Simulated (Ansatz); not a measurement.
## A family of molecules: the HOMO–LUMO gap

One atom is swapped for its congeners: C2H4F2 (1,2-difluoroethane) `FCCF`; C2H4ClF (1-chloro-2-fluoroethane) `FCCCl`; C2H4FI (1-fluoro-2-iodoethane) `FCCI`. The Br member is missing. All are singlets with charge 0.

Shapes, held fixed at every level: PBE0-D4/def2-TZVP. Flexible molecules stand in one conformer, not always the lowest. Programs: Ansatz 0.2.0. Values in eV.

| level | C2H4F2 | C2H4ClF | C2H4FI |
| --- | --- | --- | --- |
| SPW92/def2-TZVPP | 8.36 | 6.67 | 4.40 |
| r2SCAN-D4/def2-TZVPP | 9.51 | 7.43 | 4.97 |
| BHLYP-D4/def2-TZVPP | 13.28 | 11.55 | 8.53 |
| PBE0-D4/def2-TZVPP | 10.97 | 9.32 | 6.56 |
| wB97X-V/def2-TZVPP | 15.38 | 13.99 | 10.98 |
| wB97M-V/def2-TZVPP | 14.86 | 13.49 | 10.69 |

At wB97M-V/def2-TZVPP the HOMO–LUMO gap falls at every step, from 14.86 to 10.69 eV. Every level shows the same order. For atoms past krypton def2 sets carry core potentials with scalar relativity. Orbital gaps aren't excitation energies, and the LUMO depends on the basis.

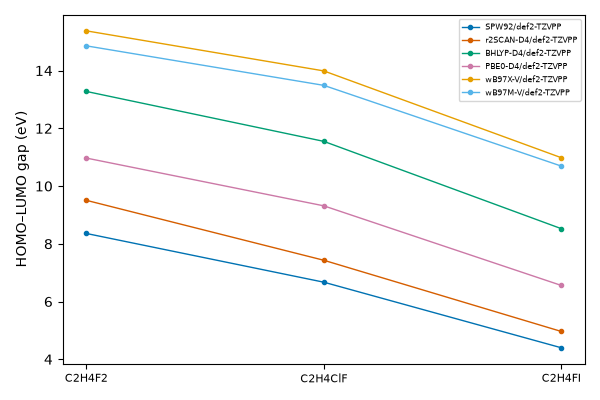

The trend along the series, level by level.
